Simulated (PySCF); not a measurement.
**ZrSCl₂: rigid scans about the minimum**

Aim: map the energy of singlet ZrSCl₂ about its B3LYP minimum, with rigid distortions.

Program: PySCF 2.14.0. Level of theory: B3LYP, basis Zr def2-SVP with ECP28, S def2-SVP, Cl def2-SVP, scalar-relativistic core potentials, no spin–orbit coupling, density fitting. These are calculated values, not measurements.

### 1 The starting structure

4 atoms, charge 0, spin multiplicity 1.

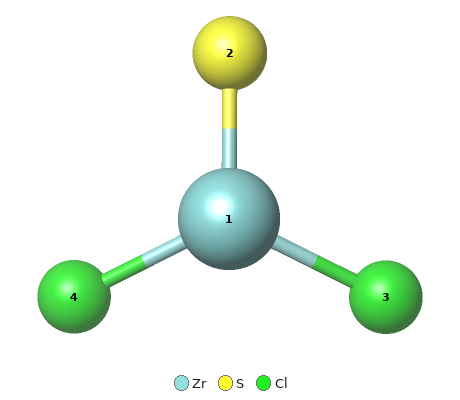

As it starts; zirconium light teal, sulfur yellow, chlorine green; atoms are numbered from 1 in the order of the file.

```xyz
4
charge 0 multiplicity 1
Zr   -0.0291   -0.2640   -0.0180
S    -1.8594    0.2188   -1.1515
Cl   -0.1998    0.2130    2.2970
Cl    1.9673    0.2130   -1.2024
```

### 2 Real-space pictures of the lowest minimum

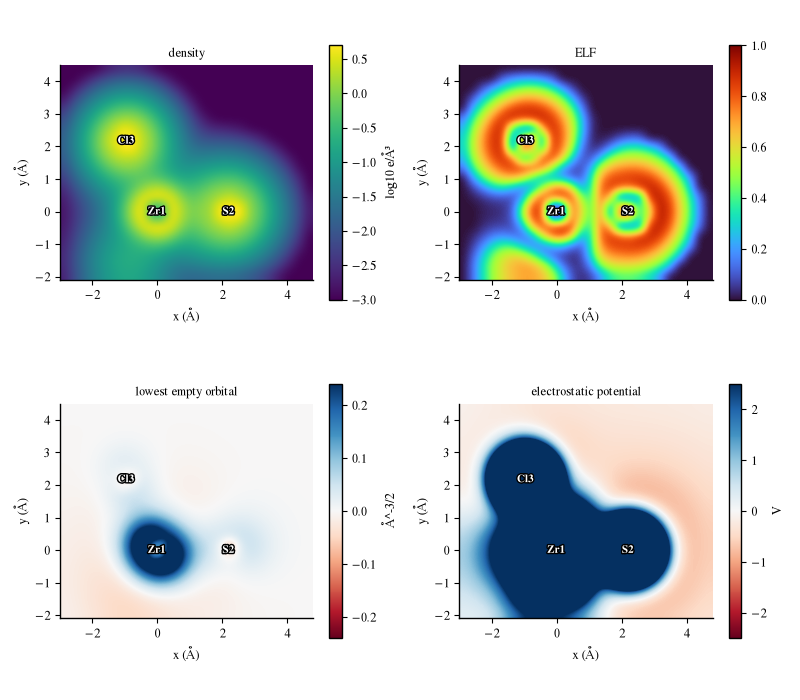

The plane holds Zr1 at (0.00, 0.00), S2 at (2.21, 0.00), Cl3 at (-0.94, 2.17) Å. ELF is set to 0 where the density is under 0.005 e/Å³; an orbital's overall sign is arbitrary. The potential's colours end at ±2.5 V. Electrons inside core potentials are absent.

Making the fields took 0.8 s on 2 threads of Arm Neoverse V2, shared host.

### 3 Breathing scan

One driver script runs all scans and calls PySCF for each point, on a (75, 302) grid.

On the command line:

```
OMP_NUM_THREADS=2 python axn.py task.json out
```

A rigid scan with B3LYP: all bonds to the central atom are scaled together. Each point starts from its neighbour's orbitals, and energies count from the minimum.

| scale of all bonds to the centre | energy (kJ/mol) | dipole size (D) |
| --- | --- | --- |
| 0.88 | 319.2 | 3.26 |
| 0.92 | 125.1 | 3.35 |
| 0.96 | 27.7 | 3.42 |
| 1.00 | 0.0 | 3.48 |
| 1.04 | 21.6 | 3.52 |
| 1.08 | 77.3 | 3.56 |
| 1.14 | 200.5 | 3.62 |
| 1.22 | 401.1 | 3.72 |
| 1.35 | 737.5 | 3.99 |

The scan took 12 s.

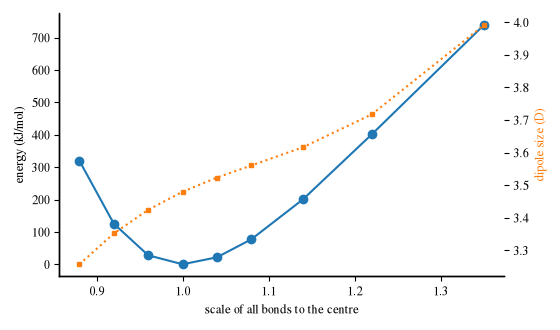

Energy (circles) and dipole moment (squares) along the scan.

### 4 Stretching one bond

A rigid scan with B3LYP: the bond from Zr to the last atom (Cl) is scaled and the rest held.

| scale of one bond | energy (kJ/mol) | dipole size (D) |
| --- | --- | --- |
| 0.92 | 32.2 | 3.85 |
| 0.96 | 7.1 | 3.62 |
| 1.00 | 0.0 | 3.48 |
| 1.05 | 8.2 | 3.43 |
| 1.12 | 39.0 | 3.56 |
| 1.20 | 87.6 | 3.95 |
| 1.35 | 187.4 | 4.99 |
| 1.55 | 303.2 | 6.38 |
| 1.80 | 403.2 | 7.47 |
| 2.20 | 485.4 | 8.22 |

The scan took 15 s.

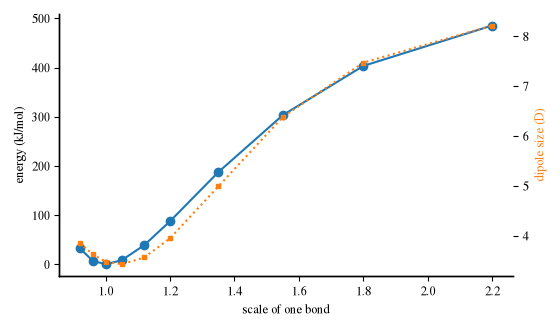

Energy (circles) and dipole moment (squares) along the scan.

A restricted determinant lies too high at long bonds, where the pair should uncouple.

### 5 Summary of results

| quantity | value |
| --- | --- |
| all bonds 4 % longer | 21.6 kJ/mol |
| one bond 20 % longer | 87.6 kJ/mol |

**Reading.** Shortening all bonds by 4 % costs 27.7 kJ/mol and lengthening them 21.6: the wall is steeper on the short side. The stability of the closed-shell solution was not tested.
